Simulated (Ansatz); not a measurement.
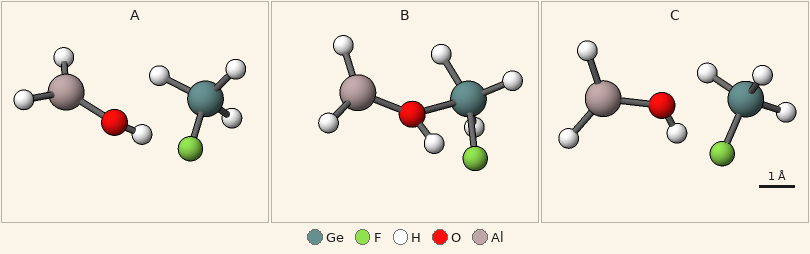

3 geometries from a converged minimum-energy path of AlGeH6OF, shuffled. The picture is a ball-and-stick view, seen at a tilt.

Method: RKS PBE-D4/def2-SVP (Ansatz 0.2.0). Set-up: 9 movable images; climbing image; force threshold 0.05 eV/Å; iteration limit 60; starting path through a guess of the saddle point.

**Which frame is the transition state?**

B. In order along the path, whose images run from 0 to 10: C (image 1, +0.01 eV), A (image 4, +0.10 eV), B (image 6, +0.75 eV). Breaking: F–Ge (1.79 → 3.01 Å), H–O (0.98 → 1.62 Å). Forming: F–H (1.83 → 0.96 Å), Ge–O (3.07 → 1.83 Å).

Cost: 5.8 min on 4 threads of Arm Neoverse V1, on a shared host, peak memory 0.16 GiB.
